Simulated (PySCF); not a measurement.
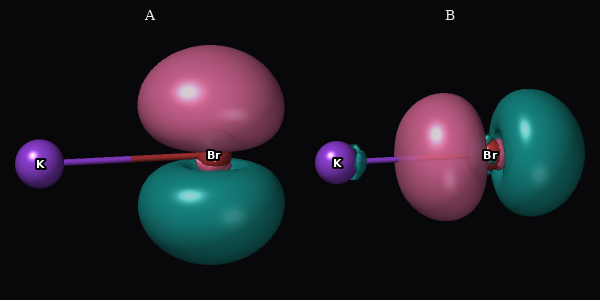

*KBr. Two frontier orbitals, each drawn at the value that holds 80 % of its norm (teal and pink are the two phases), in no order; of a degenerate pair one member is drawn.*

The calculation used PySCF 2.14.0, PBE0/x2c-SVPall, spin-free X2C-1e, Gaussian nucleus, at a bond length of 2.835 Å.

**Name the orbitals and rank them from lowest to highest energy.**

Orbital B: σ, occupied, −5.72 eV; mainly on Br (95 %).
Orbital A: π, occupied, −5.41 eV; almost wholly on Br.
